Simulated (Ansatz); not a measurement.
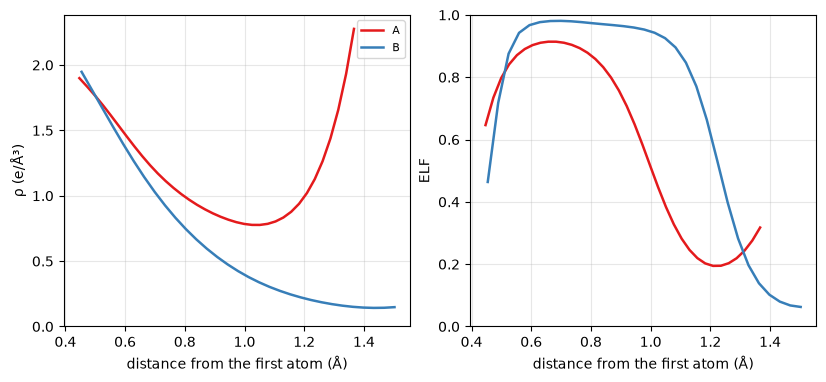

Figure. CKSn (SMILES [K][C]#[Sn+]) (charge +1, triplet). Electron density and electron localisation function along straight lines between neighbouring atoms. The curves leave out the atomic cores.

Geometry: PBE0-D3(BJ)/def2-SVP; core potentials replace the inner electrons of Sn.

Level of theory: isolated molecule in a Gaussian basis; Kohn-Sham density functional theory, functional PBE0 in Ansatz 0.2.0.

```csv
atom,x (Å),y (Å),z (Å)
C,0.0000,0.0000,-0.2309
K,0.0000,0.0000,2.5643
Sn,0.0000,0.0000,-2.3334
```

> Which curve belongs to which contact (C–K and C–Sn)? The first atom named is at distance zero.

Curve A: C–Sn (2.10 Å): ρ is about 0.78 e/Å³ halfway; the ELF peaks at about 0.90 in the valence shell of C, 0.7 Å from its nucleus, and drops to about 0.20 between the two atoms. Curve B: C–K (2.80 Å): the density is about 0.14 e/Å³ at the midpoint; the ELF is about 0.10 at the midpoint.
